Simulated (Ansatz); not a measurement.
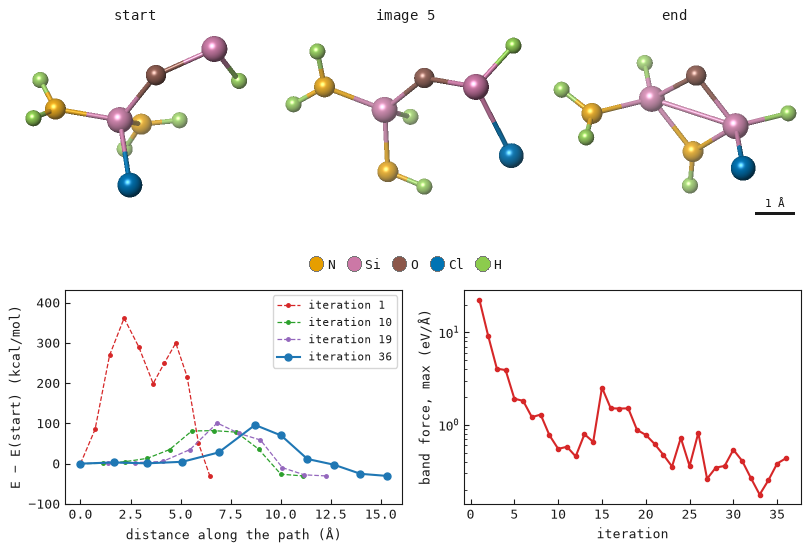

NEB run on Si2N2H5OCl. Images are numbered from 0 (start) to 10 (end). The plot follows the band through its iterations. A ball-and-stick model, seen from a free direction.

These are results of Ansatz 0.2.0, RKS B3LYP-D4/def2-SVP, not measurements. Set-up: 9 movable images; climbing image; force threshold 0.03 eV/Å; iteration limit 36; starting path through a guess of the saddle point.

**Judge this run.**

The result isn't final. The band hadn't converged when the run stopped after 36 iterations. The largest component of the band force went from 23 to 0.44 eV/Å. The barrier read from it is provisional, though the highest image hardly moved in the last two iterations. The first iteration put the highest image at 361.5 kcal/mol. The energy climbs by 96.1 kcal/mol to image 5 and then falls by 126.7 kcal/mol, so the end point sits at −30.5 kcal/mol.

The run took 16 min on 2 threads of Intel(R) Xeon(R) Platinum 8488C (Sapphire Rapids), on a shared host, peak memory 0.34 GiB.
